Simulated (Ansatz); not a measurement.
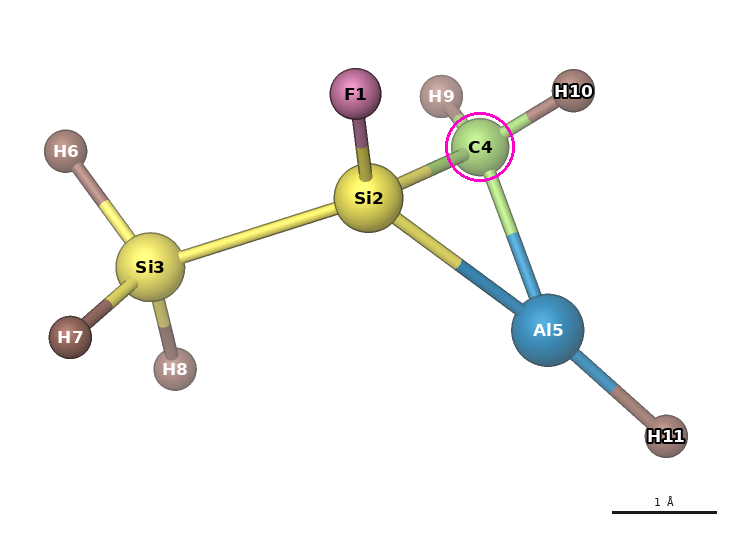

Orthographic view. Depth is shown by fading: the farther an atom, the more it takes the colour of the background. Computed geometry: PBE0-D4/def2-TZVP optimisation. No frequency run is at hand to confirm it as a minimum.

Which atoms are bonded to the circled atom?

Answer. The circled atom is C4; it is bonded to Si2, Al5, H9, H10.

Which two atoms are farthest apart in space?

Answer. H6 and H11, 6.42 Å.

Which atom is farthest from the viewer?

Answer. H9, 1.5 Å behind the mean position.

Which atom is nearest the viewer?

Answer. F1, 2.1 Å in front of the mean position.
